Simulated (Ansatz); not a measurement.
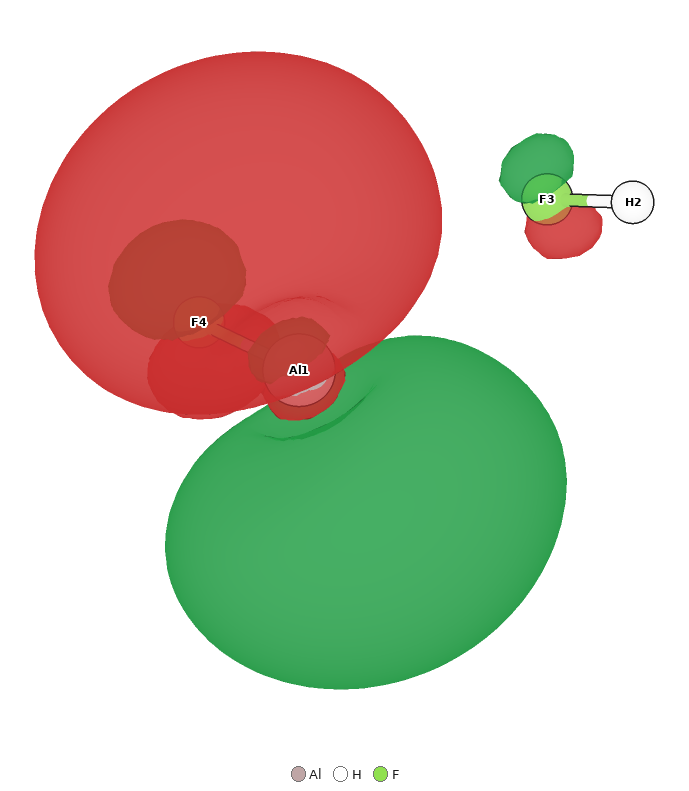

Figure. AlF···HF. One frontier orbital at ±0.1 Å⁻³ᐟ² (green and red are the two phases), seen at an oblique angle.

Theory: Ansatz 0.2.0, RKS PBE0/def2-SVP.

Question: Which orbital is it: HOMO or LUMO?

Answer: The LUMO, at −0.84 eV. It lies mainly on Al1 (about 90 %) and F4 (about 5 %); it changes sign across the molecular plane (π type).
